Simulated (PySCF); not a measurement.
## Electronic structure of C₇H₁₃BSi (SMILES BC/C(C)=C/C#CC[SiH3]) in real space

```yaml
atoms:
  - { symbol: B, position_ang: [-3.1085, -1.3495, 0.3944] }
  - { symbol: C, position_ang: [-3.1986, 0.2188, 0.4065] }
  - { symbol: C, position_ang: [-1.7385, 0.1573, 0.0661] }
  - { symbol: C, position_ang: [-1.3470, 0.4268, -1.3545] }
  - { symbol: C, position_ang: [-0.8247, -0.1620, 1.0089] }
  - { symbol: C, position_ang: [0.5520, -0.2886, 0.7653] }
  - { symbol: C, position_ang: [1.7358, -0.4266, 0.5775] }
  - { symbol: C, position_ang: [3.1487, -0.5497, 0.3357] }
  - { symbol: Si, position_ang: [3.8652, 1.0634, -0.4071] }
  - { symbol: H, position_ang: [-3.0084, -1.9391, 1.3999] }
  - { symbol: H, position_ang: [-3.1589, -1.9382, -0.6171] }
  - { symbol: H, position_ang: [-3.7629, 0.7211, -0.3726] }
  - { symbol: H, position_ang: [-3.3879, 0.6934, 1.3653] }
  - { symbol: H, position_ang: [-0.3221, 0.1136, -1.5436] }
  - { symbol: H, position_ang: [-2.0129, -0.0905, -2.0419] }
  - { symbol: H, position_ang: [-1.4245, 1.4966, -1.5572] }
  - { symbol: H, position_ang: [-1.1321, -0.3053, 2.0369] }
  - { symbol: H, position_ang: [3.6553, -0.7918, 1.2733] }
  - { symbol: H, position_ang: [3.3231, -1.3802, -0.3534] }
  - { symbol: H, position_ang: [3.1972, 1.3347, -1.6806] }
  - { symbol: H, position_ang: [3.6399, 2.1642, 0.5292] }
  - { symbol: H, position_ang: [5.2993, 0.8510, -0.6172] }
```

Geometry: GFN2-xTB.

The calculation used PBE0/pcSseg-1, SCF density, gas phase, non-relativistic in PySCF.

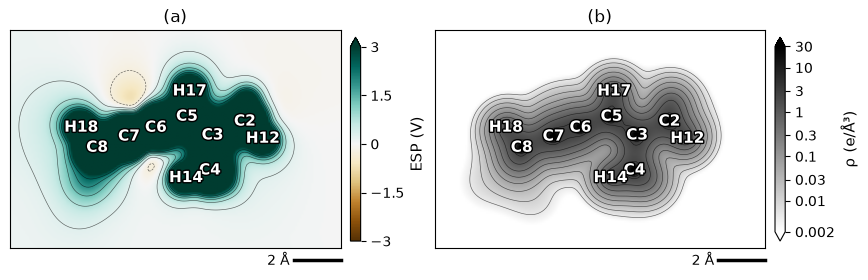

Figure 1. (a) electrostatic potential; (b) electron density on the plane of atoms C3, C5 and H17.

Q: Read the bonding off the picture.

A:
- The plane passes through C and H nuclei.
- C–C (1.21 Å): the density is about 2.7 e/Å³ at the midpoint.
- C–H (1.08 Å): ρ is about 2 e/Å³ halfway.
- C–C (1.35 Å): ρ at the midpoint is about 2.2 e/Å³.
- Outside the dense part of the molecule the potential is most negative (−0.7 V) near C7.

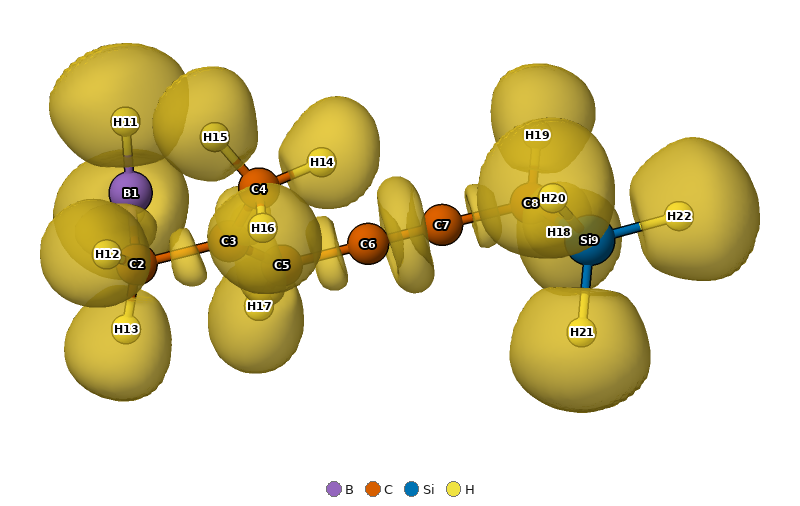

Figure 2. Isosurface of the electron localisation function at 0.8 (yellow), seen from one side. Core shells and regions of very low density are left out.

Q: What do the ELF domains correspond to?

A: At this value the surface marks out one region between bonded B–C atoms (shared pairs), six regions between bonded C–C atoms (shared pairs), one region between bonded C–Si atoms (shared pairs) and 13 regions around hydrogen nuclei. Along the contacts the grid gives the following. C–C (1.21 Å): the ELF peaks at about 0.85 between the atoms; a multiple bond. C–B (1.57 Å): the ELF peaks at about 0.95 between the atoms (a shared electron pair).

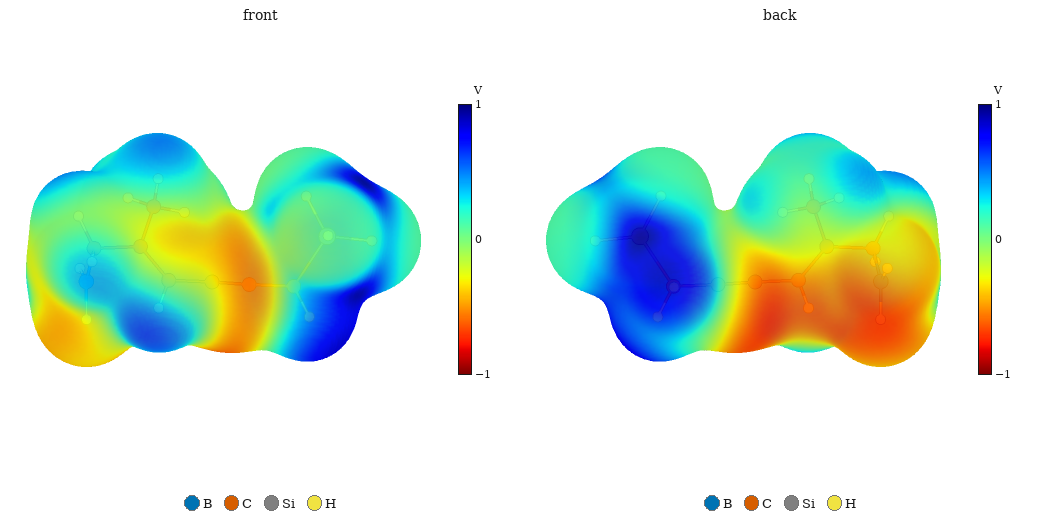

Figure 3. The electrostatic potential painted on the density surface at 0.001 e/bohr³, seen from the front and from behind; the colour scale runs from red (negative) to blue (positive).

Q: Which sites attract a positive test charge, and which a negative one?

A: A positive charge is drawn to the negative regions and a negative charge to the positive ones. The most negative region (about −0.7 V, or −16 kcal/mol for a unit charge) lies over C6 and C7, the most positive (about +0.9 V, or +21 kcal/mol for a unit charge) over Si9 and H19.

Q: How polar is the molecule by this calculation?

A: Its dipole moment is 2.10 D.
